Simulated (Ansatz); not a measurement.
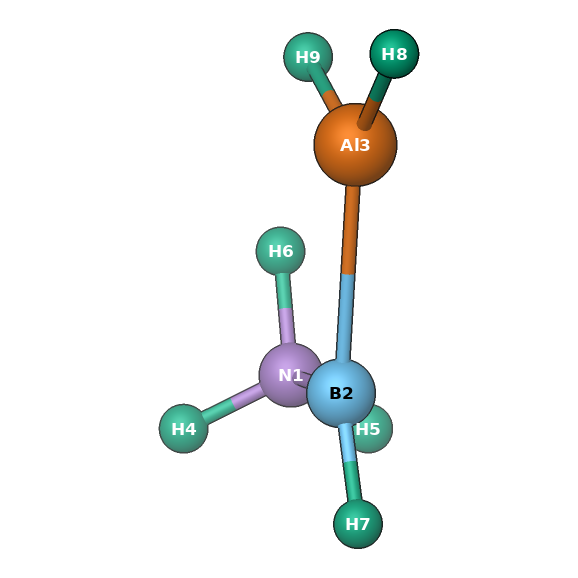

Simulated data, not a measurement (program: Ansatz).

N1 lies behind B2. The molecule seen a little off the B2–N1 bond, B2 in front. Distant atoms are faded towards the background colour. State: charge +1, singlet. Geometry: atoms displaced at random (about 0.015 Å) from a stationary point of GFN2-xTB.

> What is the torsion angle Al3–B2–N1–H4? The sign is positive where the front bond must turn clockwise to cover the back bond.

−119°, anticlinal.
